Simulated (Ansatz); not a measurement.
The starting structures come from a database of crystals and need not be the phases stable at ambient conditions.

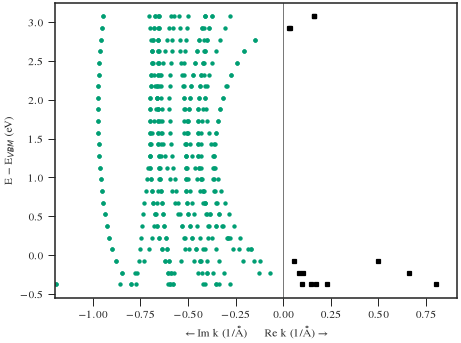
Figure: Complex bands at the centre of the two-dimensional zone; r2SCAN (Ansatz, a quantum-chemistry and plane-wave program)

The gap is the functional's own, uncorrected, and κ follows it; spin-orbit coupling is left out. Mid-gap values are interpolated between the computed energies.

**Question.** This is NaLaTiO$_{4}$ (P4/nmm, not sure to be the ambient phase, 14 atoms a cell, 13.5 Å³ an atom, -3 GPa at this level) along the normal of (100). Read off the slowest decay at the centre of the two-dimensional zone at 1.43 eV, the computed energy nearest the middle of the gap.

**Answer.** κ ≈ 0.36 1/Å, a decay length 1/(2κ) of the density of 1.4 Å.
